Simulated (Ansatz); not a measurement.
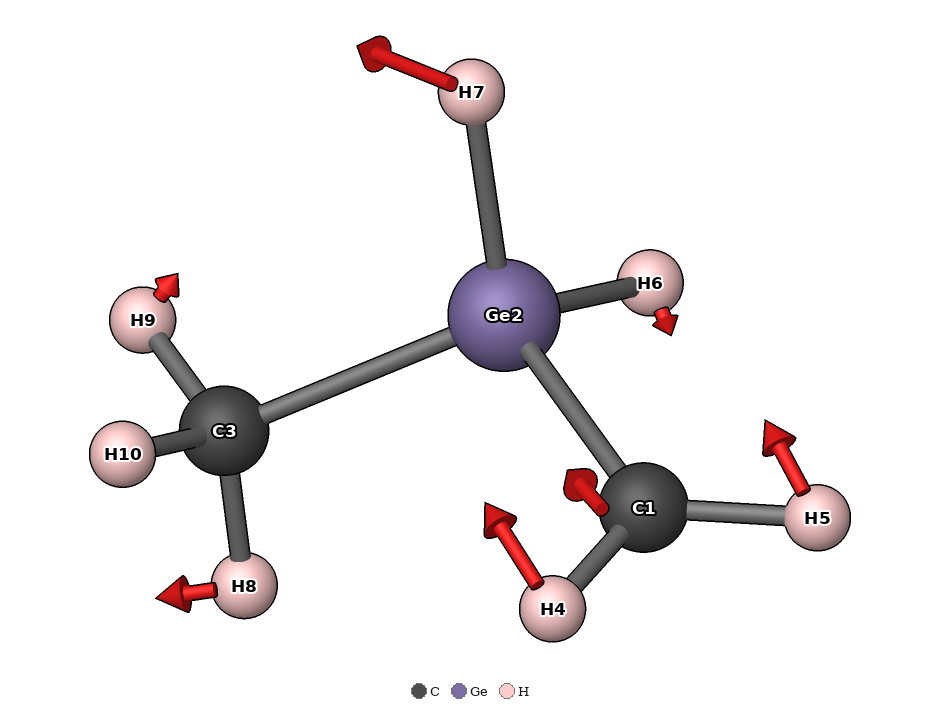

The arrows show one normal mode. Charge 0, doublet. Harmonic vibrations computed with UKS PBE0-D4/def2-TZVP (Ansatz 0.2.0) at a stationary point of the same level.

Question: At what wavenumber does it lie?

Answer: 646 cm⁻¹; it is mode 8 of 24 counted from the lowest.
